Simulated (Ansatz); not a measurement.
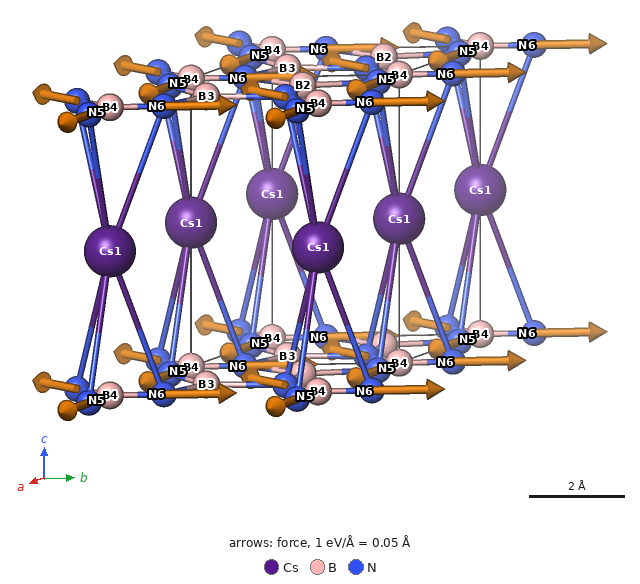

Starting geometry of solid CsB$_{3}$N$_{3}$ (a generated structure, set up in P-62m) (coarse preliminary run) with the computed forces as orange arrows. A ball-and-stick model of the cell of the calculation, repeated 2 × 1 × 1 with one cell outlined, seen slightly off an axis.

Method: Ansatz, DFT PBE, scalar-relativistic, plane waves, PAW. Settings: plane-wave cutoff 420 eV; k-point mesh 6 × 6 × 4; occupations gaussian; smearing width 0.1 eV; no spin polarisation; cell and atoms relaxed; force threshold 0.04 eV/Å; at most 70 steps.

> What follows when this structure is relaxed?

It isn't relaxed: the largest force vector, on N atoms, is 31.39 eV/Å. The atoms end up moving mostly along the starting forces (cosine between the two patterns 1.00). The largest moves relative to the cell, 0.32 Å, are those of N atoms. B and Cs stay in place. The drawn cell changes as follows: a = b 4.425 → 4.379 Å (−1.0 %), c 6.144 → 6.983 Å (+13.7 %); the volume changes by +11.3 %. Some distances before and after: N–N 1.983 → 2.522 Å, Cs–N 3.279 → 3.783 Å, B–Cs 3.072 → 3.492 Å, B–N 1.145 → 1.456 Å. Among the angles between lasting bonds that change: B–N–B 100.2° → 119.7°, B–N–B 129.9° → 120.1°, Cs–N–Cs 139.1° → 134.7°. The space group stays P-62m (No. 189). The energy falls by 1745 meV per atom in 7 accepted moves (9 points after the start). Largest force component: 31 eV/Å at the start, 0.0013 eV/Å at the end. The pressure goes from 28.29 to 0.10 GPa. The SCF was repeated twice at an unchanged geometry on a basis and grid sized afresh for the cell, which shifted the energy by 4.2 meV per atom at most. Cost: 54 s on 1 thread of Arm Neoverse V2 (shared host), peak memory 0.36 GiB.
